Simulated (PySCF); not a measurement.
C$_{3}$H$_{6}$F$_{2}$O$_{2}$S

Input

```
{"job": {"kind": "nmr", "xc": "PBE0", "basis": "pcSseg-1"}, "charge": 0, "multiplicity": 1}
C      2.271126     0.703200     0.287653
O      1.003672     0.259830     0.716156
S      0.523496    -1.212890     0.105153
O      0.595986    -1.144512    -1.335889
C     -1.292715    -0.786534     0.489751
C     -1.791687     0.343631    -0.361999
F     -1.401774    -0.551205     1.819096
F     -1.977639    -1.944566     0.268898
H      2.327110     1.766119     0.518184
H      3.070789     0.172381     0.810276
H      2.377243     0.554798    -0.790488
H     -2.875313     0.422210    -0.302382
H     -1.336584     1.267774    -0.015532
H     -1.494389     0.149293    -1.390968
```

Launched as:

```sh
OMP_NUM_THREADS=1 python probes_run.py task.json out
```

Geometry: GFN2-xTB.

The calculation used PBE0/pcSseg-1, SCF density, gas phase, non-relativistic in PySCF 2.14.0.

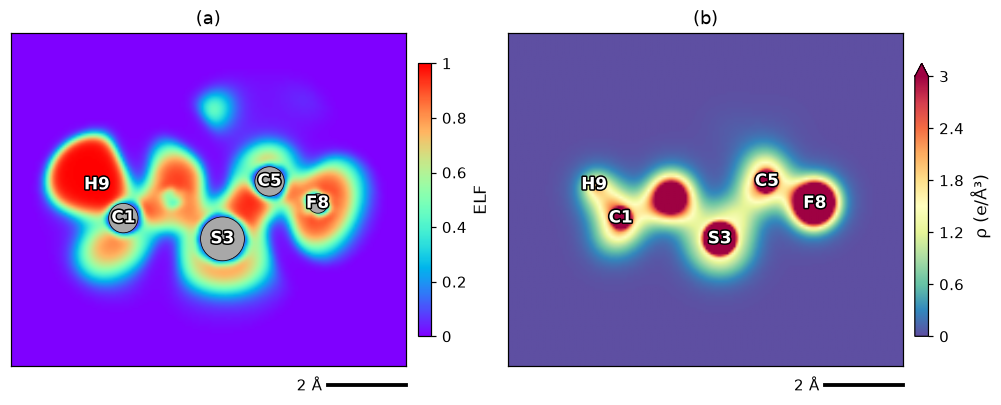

Figure 1. (a) electron localisation function; (b) electron density on the plane of atoms S3, C5 and F8. Grey discs cover the atomic cores in the ELF map.

**Read the bonding off the picture.**

Atoms in the plane: C, S, F and H.
C–F (1.36 Å): ρ at the midpoint is about 2.2 e/Å³, with its minimum of 1.8 e/Å³ about 0.5 Å from C; the ELF peaks at about 0.85 between the atoms, as expected for a polar covalent bond.
C–S (1.90 Å): ρ at the midpoint is about 1.2 e/Å³; the ELF peaks at about 0.95 between the atoms: localised, covalent bonding.
C–H (1.09 Å): the density is about 2 e/Å³ at the midpoint; the ELF climbs to about 1 towards the hydrogen, as it does in any bond to H: an ordinary covalent bond to hydrogen.
The ELF also peaks beside F8 and O2, away from the bonds: lone-pair regions.

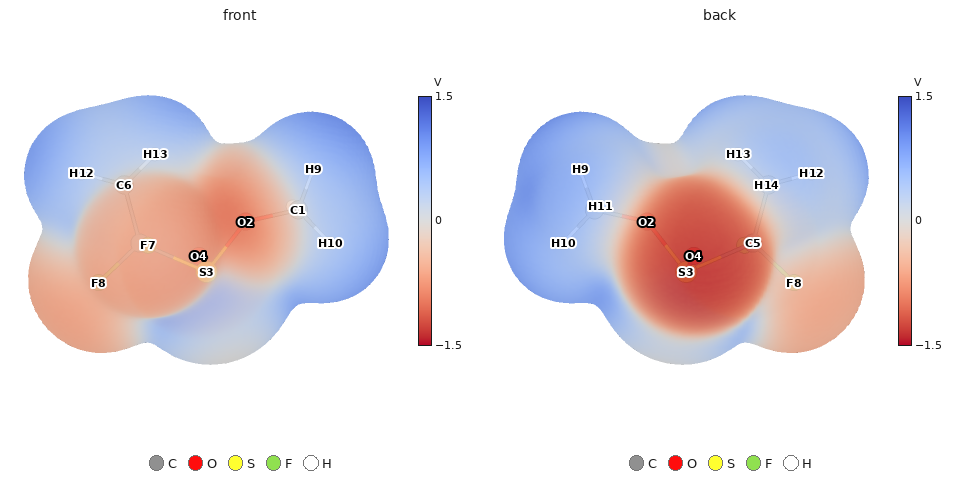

Figure 2. The electrostatic potential painted on the density surface at 0.001 e/bohr³, seen from the front and from behind; the colour scale runs from red (negative) to blue (positive).

**Where is the surface potential most negative and most positive?**

The most negative region (about −1.3 V) lies over O4, the most positive (about +0.9 V) over C1 and H9. O4 is the likeliest acceptor of a hydrogen bond.
